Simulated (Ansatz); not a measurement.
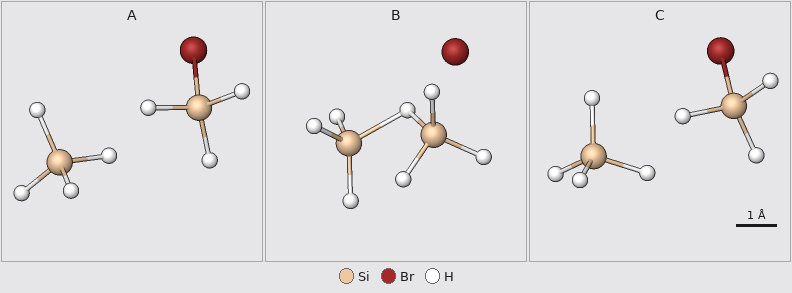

3 geometries from a converged minimum-energy path of Si$_{2}$H$_{7}$Br, made up at the start of SiH₃Br and SiH4, shuffled. The picture is a ball-and-stick view, seen from a free direction.

Theory: Ansatz, RKS B3LYP-D4/def2-SVP. Set-up: 7 movable images; climbing image; force threshold 0.05 eV/Å; iteration limit 60; starting path through a guess of the saddle point.

Q: Which of them lies highest in energy?

A: B. In order along the path, whose images run from 0 to 8: C (image 0, 0.0 kJ/mol), A (image 3, +0.8 kJ/mol), B (image 5, +238.1 kJ/mol). Breaking: H–Si (1.49 → 3.58 Å), Br–Si (2.24 → 3.87 Å). Forming: Br–H (3.53 → 1.43 Å), Si–Si (4.07 → 2.36 Å).

Limits of the set-up: the start holds two separate molecules, 3.0 Å apart at their closest, whose relative position is a soft coordinate.
